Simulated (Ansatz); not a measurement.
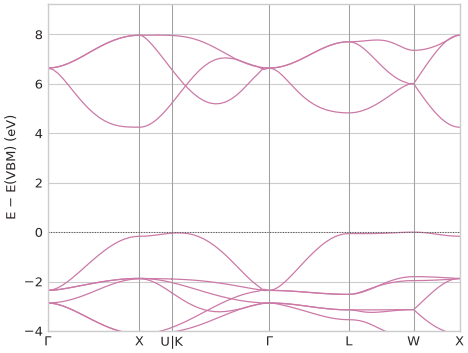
Fig. 1. Band structure from DFT-LDA in the program Ansatz with PAW potentials

Question: Read off the gap and where the band edges lie.

Answer: About 4.2 eV (4.25 eV by a search for the band edges); maximum at W, minimum at X.

Question: Which of these materials gives this?
(A) PbF2, fluorite
(B) HfO2, fluorite
(C) SrCl2, fluorite
(D) NaH, rock salt

Answer: A, PbF2, fluorite

Space group Fm-3m (fluorite). The LDA relaxation kept the symmetry of its start; phonons on a q-mesh show no instability. Scalar-relativistic: spin–orbit coupling is off unless named, which matters more the heavier the elements.

Potentials: the later of the program's two PAW sets.
